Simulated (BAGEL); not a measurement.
# [BSiNH7]− (SMILES [BH3-]N[SiH3]) at HF/def2-SVPD (density fitting with qzvpp-jkfit)

What is the vertical singlet–triplet gap of [BSiNH7]− at HF/def2-SVPD (density fitting with qzvpp-jkfit)? 

The calculation is run with BAGEL 1.2.2.

## 1. The structure to begin with

The species is [BSiNH7]− (10 atoms), meant as a singlet with charge -1. As SMILES, `[BH3-]N[SiH3]`. Geometry: relaxed at GFN2-xTB.

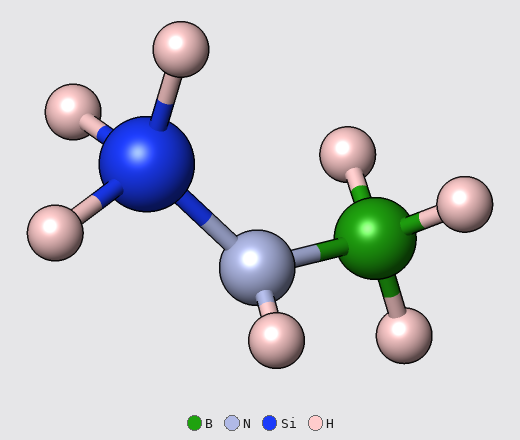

Viewed from a chosen angle; boron green, nitrogen light blue, silicon blue, hydrogen pink.

## 2. The energy at HF/def2-SVPD (density fitting with qzvpp-jkfit)

Contents of job.json:

```json
{ "bagel" : [

{
  "title" : "molecule",
  "basis" : "def2-svpd.json",
  "df_basis" : "qzvpp-jkfit",
  "angstrom" : "true",
  "geometry" : [
    { "atom" : "B", "xyz" : [   -0.793150,    0.869830,   -0.924190 ] },
    { "atom" : "N", "xyz" : [    0.010570,   -0.395850,   -0.473620 ] },
    { "atom" : "Si", "xyz" : [    0.646720,   -0.688680,    1.046850 ] },
    { "atom" : "H", "xyz" : [   -1.530790,    0.547840,   -1.845470 ] },
    { "atom" : "H", "xyz" : [   -1.439730,    1.284740,    0.017350 ] },
    { "atom" : "H", "xyz" : [   -0.014500,    1.739080,   -1.310270 ] },
    { "atom" : "H", "xyz" : [    0.515080,   -0.786550,   -1.255720 ] },
    { "atom" : "H", "xyz" : [    1.373650,   -1.992680,    1.003330 ] },
    { "atom" : "H", "xyz" : [   -0.411740,   -0.814970,    2.071310 ] },
    { "atom" : "H", "xyz" : [    1.643890,    0.237240,    1.670420 ] }
  ]
},
{
  "title" : "hf",
  "charge" : -1
},
{
  "title" : "print",
  "file" : "orbitals.molden",
  "orbitals" : "true"
}

]}
```

The basis set def2-SVPD is read from a file made from the Basis Set Exchange's data (not shown).

Launch:

```sh
$ BAGEL_NUM_THREADS=1 BAGEL job.json > job.out
```

Output:

```text
* using 1 threads per process

  ===============================================================
  ===============================================================

  *** Geometry ***

  { "atom" : "B", "xyz" : [     -1.498836,      1.643740,     -1.746466 ] },
  { "atom" : "N", "xyz" : [      0.019974,     -0.748048,     -0.895012 ] },
  { "atom" : "Si", "xyz" : [      1.222124,     -1.301417,      1.978260 ] },
  { "atom" : "H", "xyz" : [     -2.892774,      1.035268,     -3.487433 ] },
  { "atom" : "H", "xyz" : [     -2.720695,      2.427807,      0.032787 ] },
  { "atom" : "H", "xyz" : [     -0.027401,      3.286385,     -2.476051 ] },
  { "atom" : "H", "xyz" : [      0.973360,     -1.486364,     -2.372967 ] },
  { "atom" : "H", "xyz" : [      2.595822,     -3.765619,      1.896019 ] },
  { "atom" : "H", "xyz" : [     -0.778076,     -1.540070,      3.914209 ] },
  { "atom" : "H", "xyz" : [      3.106502,      0.448319,      3.156636 ] },

  Number of auxiliary basis functions:      406

  Since a DF basis is specified, we compute 2- and 3-index integrals:
    o Being stored without compression. Storage requirement is 0.047 GB

  Number of basis functions:      120
  Number of electrons      :       33

    * METHOD: MOLECULE                             0.21

  *** RHF ***

  === Nuclear Repulsion ===
   106.5880879341

      * DIIS with orbital gradients will be used.

  === RHF iteration (def2-svpd.json) ===
      0       -371.77402430          0.01935915           0.06
      1       -371.92392449          0.01381928           0.06
      2       -372.01216552          0.00157983           0.06
      3       -372.01427656          0.00049547           0.06
      4       -372.01443721          0.00009267           0.06
      5       -372.01444577          0.00002067           0.06
      6       -372.01444633          0.00000466           0.06
      7       -372.01444636          0.00000140           0.06
      8       -372.01444637          0.00000040           0.06
      9       -372.01444637          0.00000012           0.06
     10       -372.01444637          0.00000006           0.06
     11       -372.01444637          0.00000002           0.07
     12       -372.01444637          0.00000000           0.06
    * SCF iteration converged.

    * Permanent dipole moment:
           (   -1.335787,     1.431347,    -1.059269) a.u.

    * METHOD: HF                                   0.97

    * METHOD: PRINT                                0.03

  ===============================================================
```

Wall time 1.4 s (1 thread of Intel Xeon at 2.60GHz (Ice Lake), shared host); peak memory 0.14 GiB.

## 3. The triplet at the same level

Contents of calc.json:

```json
{ "bagel": [

{
  "title": "molecule",
  "basis": "def2-svpd.json",
  "df_basis": "qzvpp-jkfit",
  "angstrom": true,
  "geometry": [
    { "atom": "B", "xyz": [      -0.793150,       0.869830,      -0.924190 ] },
    { "atom": "N", "xyz": [       0.010570,      -0.395850,      -0.473620 ] },
    { "atom": "Si", "xyz": [       0.646720,      -0.688680,       1.046850 ] },
    { "atom": "H", "xyz": [      -1.530790,       0.547840,      -1.845470 ] },
    { "atom": "H", "xyz": [      -1.439730,       1.284740,       0.017350 ] },
    { "atom": "H", "xyz": [      -0.014500,       1.739080,      -1.310270 ] },
    { "atom": "H", "xyz": [       0.515080,      -0.786550,      -1.255720 ] },
    { "atom": "H", "xyz": [       1.373650,      -1.992680,       1.003330 ] },
    { "atom": "H", "xyz": [      -0.411740,      -0.814970,       2.071310 ] },
    { "atom": "H", "xyz": [       1.643890,       0.237240,       1.670420 ] }
  ]
},

{ "title": "uhf", "charge": -1, "nopen": 2 },

{ "title": "print", "file": "orbitals.molden", "orbitals": true }

]}
```

The basis set def2-SVPD is read from a file made from the Basis Set Exchange's data (not shown).

Launch:

```sh
$ BAGEL_NUM_THREADS=1 BAGEL calc.json > calc.out
```

Output:

```text
* using 1 threads per process

  ===============================================================
  ===============================================================

  *** Geometry ***

  { "atom" : "B", "xyz" : [     -1.498836,      1.643740,     -1.746466 ] },
  { "atom" : "N", "xyz" : [      0.019974,     -0.748048,     -0.895012 ] },
  { "atom" : "Si", "xyz" : [      1.222124,     -1.301417,      1.978260 ] },
  { "atom" : "H", "xyz" : [     -2.892774,      1.035268,     -3.487433 ] },
  { "atom" : "H", "xyz" : [     -2.720695,      2.427807,      0.032787 ] },
  { "atom" : "H", "xyz" : [     -0.027401,      3.286385,     -2.476051 ] },
  { "atom" : "H", "xyz" : [      0.973360,     -1.486364,     -2.372967 ] },
  { "atom" : "H", "xyz" : [      2.595822,     -3.765619,      1.896019 ] },
  { "atom" : "H", "xyz" : [     -0.778076,     -1.540070,      3.914209 ] },
  { "atom" : "H", "xyz" : [      3.106502,      0.448319,      3.156636 ] },

  Number of auxiliary basis functions:      406

  Since a DF basis is specified, we compute 2- and 3-index integrals:
    o Being stored without compression. Storage requirement is 0.047 GB

  Number of basis functions:      120
  Number of electrons      :       33

    * METHOD: MOLECULE                             0.22

  *** Open-shell HF ***

  === Nuclear Repulsion ===
   106.5880879341

      * DIIS with orbital gradients will be used.

  === UHF iteration (def2-svpd.json) ===
      0       -371.53239704          0.03527437           0.12
      1       -371.71292272          0.02923515           0.12
      2       -371.79504438          0.01688494           0.12
      3       -371.85040116          0.00361985           0.12
      4       -371.85829923          0.00173506           0.12
      5       -371.86298319          0.00091567           0.14
      6       -371.86531565          0.00042719           0.12
      7       -371.86621579          0.00025600           0.12
      8       -371.86673269          0.00012734           0.12
      9       -371.86687466          0.00008177           0.12
     10       -371.86695527          0.00006649           0.12
     11       -371.86696553          0.00003005           0.12
     12       -371.86697254          0.00002229           0.12
     13       -371.86697538          0.00001097           0.12
     14       -371.86697606          0.00000511           0.13
     15       -371.86697614          0.00000266           0.13
     16       -371.86697618          0.00000124           0.12
     17       -371.86697619          0.00000038           0.12
     18       -371.86697620          0.00000015           0.12
     19       -371.86697620          0.00000009           0.12
     20       -371.86697620          0.00000006           0.12
     21       -371.86697620          0.00000004           0.12
     22       -371.86697620          0.00000001           0.13
     23       -371.86697620          0.00000001           0.13
    * SCF iteration converged.

    * S^2 (UHF) is 2.0149

    * Permanent dipole moment:
           (   -0.235215,     0.648710,    -1.745902) a.u.

    * METHOD: UHF                                  3.13

    * METHOD: PRINT                                0.03

  ===============================================================
```

It took 3.6 s on 1 thread of Intel Xeon at 2.60GHz (Ice Lake), shared host; peak memory 0.14 GiB.

## 4. Summary of results

Level: HF/def2-SVPD (density fitting with qzvpp-jkfit).

| quantity | value |
| --- | --- |
| singlet: total energy | -372.01445 Eh |
| singlet: HOMO energy | -4.11 eV |
| singlet: LUMO energy | 5.95 eV |
| singlet: HOMO–LUMO gap (to an unbound level, set by the basis) | 10.06 eV |
| triplet: total energy | -371.86698 Eh |
| triplet: ⟨S²⟩ | 2.015 |
| vertical energy of the triplet above the singlet | 4.013 eV |

In words: At this shape the triplet lies 4.01 eV (93 kcal/mol) above the singlet. For an anion a state so high probably lies above electron detachment.
